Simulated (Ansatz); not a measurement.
# Frequency calculation of SiNH6Cl

The run: frequency calculation of SiNH6Cl. Method and program: RKS revPBE-D4/def2-SVP (Ansatz 0.2.0).

It belongs to a series of runs on one base structure; here: vibrations at the highest image of the band.

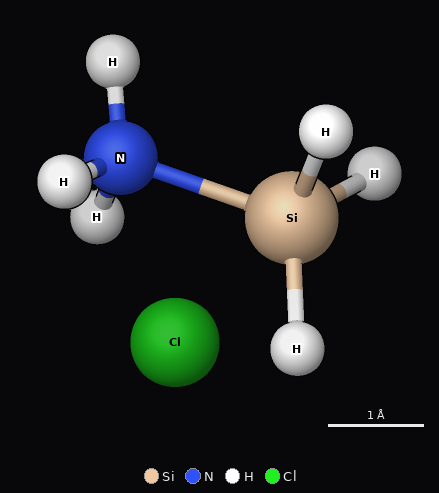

Figure 1. The structure (ball-and-stick view, seen at a tilt). Bond lengths as drawn: H–N 1.03 to 1.11 Å, H–Si 1.49 to 1.53 Å and N–Si 1.91 Å.

Input:
```yaml
crystal:
  periodic: [false, false, false]
  atoms:
    - { symbol: Si, position_ang: [0.06894, -0.082481, 0.079747] }
    - { symbol: "N", position_ang: [0.115243, -0.179489, 1.990971] }
    - { symbol: H, position_ang: [-0.812365, -0.197518, 2.441261] }
    - { symbol: H, position_ang: [0.673841, 0.572325, 2.42201] }
    - { symbol: H, position_ang: [1.395872, 0.276857, -0.495136] }
    - { symbol: H, position_ang: [-0.734119, 1.214327, 0.02296] }
    - { symbol: H, position_ang: [-0.834907, -1.10453, -0.51932] }
    - { symbol: Cl, position_ang: [1.430539, -2.320955, 0.837473] }
    - { symbol: H, position_ang: [0.654158, -1.148436, 2.033334] }
basis:
  gaussian: { orbitals: def2-SVP }
hamiltonian:
  xc: revpbe
  dispersion: d4
phonons: {}
```

Launch command:
```bash
ansatz run input.yaml --threads 1 --pin off --max-ram 2048MiB --backend cpu --events-out ev --progress --plain --runs-dir out
```

What the program printed:
```
Engine: ansatz 0.2.0, aarch64-unknown-linux-gnu
Functional definition: revPBE
  parameter kappa = 1.245
  parameter beta = 0.06672455060314922
  exchange = pbe_x(kappa = kappa, mu = beta*pi^2/3)
  correlation = pbe_c(beta = beta)
911 factors; their error is unknown
mean field evaluation 1: about -21971.7377 eV, gradient 4.7e1 eV
mean field evaluation 2: about -21964.5618 eV, gradient 7.3e1 eV
mean field evaluation 4: about -21976.3348 eV, gradient 3.5e0 eV
mean field evaluation 8: about -21976.3683 eV, gradient 3.0e-2 eV
mean field evaluation 16: about -21976.3073 eV, gradient 2.1e-5 eV
mean field -21976.30728596 eV, -807.6143966831 hartree, gradient 2.1e-5 eV, S^2 0.000000; 0 other end points of the search recorded, 0 dependent functions left out
the calculation of the forces begins
reference -21976.30732456 eV, -807.6143981016 hartree; 22, 22 occupied and 58, 58 virtual orbitals, 911 factors
these checks for a lower state are left out or cut short: stability, starts, cluster_reference, orbital_swaps, neighbouring_geometries, increment
911 factors; their error is unknown
mean field -21976.30712066 eV, -807.6143906083 hartree, gradient 1.5e-6 eV, S^2 0.000000; 0 other end points of the search recorded, 0 dependent functions left out
[... from here on the field's lines of each further geometry are left out, up to the last ...]
the calculation of the forces begins
reference -21976.30734506 eV, -807.6143988549 hartree; 22, 22 occupied and 58, 58 virtual orbitals, 911 factors
these checks for a lower state are left out or cut short: stability, starts, cluster_reference, orbital_swaps, neighbouring_geometries, increment
911 factors; their error is unknown
mean field -21976.30723396 eV, -807.6143947719 hartree, gradient 1.1e-6 eV, S^2 0.000000; 0 other end points of the search recorded, 0 dependent functions left out
the calculation of the forces begins
reference -21976.30727255 eV, -807.6143961902 hartree; 22, 22 occupied and 58, 58 virtual orbitals, 911 factors
WARN: phonons: modes at or below zero, which the zero-point energy, F, S and C_V leave out: 1, the lowest at -148.52 cm⁻¹. A minimum has none, and a first-order saddle one
Total energy: -21976.82387448 eV, -807.6333809607 hartree
Atom 0 at     0.068940    -0.082481     0.079747 Å, force    -0.005484     0.006094    -0.020551 eV/Å
Atom 1 at     0.115243    -0.179489     1.990971 Å, force     0.021710     0.005612     0.021084 eV/Å
Atom 2 at    -0.812365    -0.197518     2.441261 Å, force     0.003411    -0.001172    -0.000785 eV/Å
Atom 3 at     0.673841     0.572325     2.422010 Å, force    -0.021963     0.015795     0.001994 eV/Å
Atom 4 at     1.395872     0.276857    -0.495136 Å, force    -0.003165    -0.005372    -0.006806 eV/Å
Atom 5 at    -0.734119     1.214327     0.022960 Å, force     0.008220    -0.005550     0.003948 eV/Å
Atom 6 at    -0.834907    -1.104530    -0.519320 Å, force     0.002705     0.005074     0.003624 eV/Å
Atom 7 at     1.430539    -2.320955     0.837473 Å, force    -0.001246     0.007119     0.003583 eV/Å
Atom 8 at     0.654158    -1.148436     2.033334 Å, force    -0.004188    -0.027601    -0.006091 eV/Å
Dipole moment:    -0.544144     0.901861     0.603680 e Å
Vibrations: -148.52 150.16 295.94 369.13 494.31 524.00 581.78 798.64 816.15 879.38 960.78 994.64 1140.34 1464.17 1493.64 2054.43 2212.01 2255.54 2291.74 3388.05 3484.85 cm⁻¹, zero-point energy 1.652069 eV
```

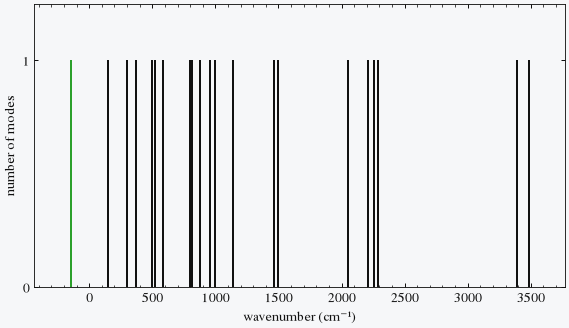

Figure 2. Harmonic vibrational wavenumbers from the force constants; neighbouring modes closer than 17 cm⁻¹ are counted in one stick, and imaginary ones are drawn at negative wavenumbers. 21 modes from 149i to 3485 cm⁻¹, 1 imaginary beyond 8i (149i cm⁻¹): a first-order saddle point, if the geometry is stationary.

Key numbers:

| quantity | value |
| --- | --- |
| outcome | converged |
| total energy | −21976.8239 eV |
| mean-field energy | −21976.3073 eV |
| largest force (length of the vector) | 0.031 eV/Å |
| hardware | 1 thread of Arm Neoverse V2, 24 GiB of memory available, shared host |
| wall time | 57 s |
| peak memory | 0.11 GiB |
